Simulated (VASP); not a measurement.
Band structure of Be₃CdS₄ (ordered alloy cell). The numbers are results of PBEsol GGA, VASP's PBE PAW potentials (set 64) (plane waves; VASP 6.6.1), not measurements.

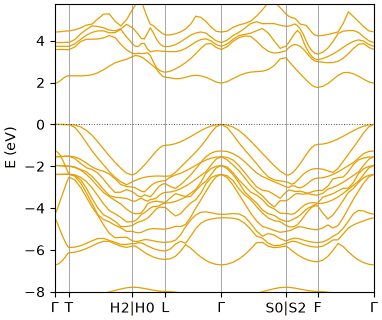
Figure. Bands along high-symmetry lines, zero at the valence-band maximum or, without a gap, the Fermi level

Read the plot: is there a gap, and where are the band edges?

The gap is indirect, 1.76 eV, from the valence maximum at Γ to the conduction minimum at F. (Edges off the drawn lines would not show.)

The structure was generated: Be3CdS4 was put into an ordered model structure (R3m), which need not be its known phase. It was relaxed first.
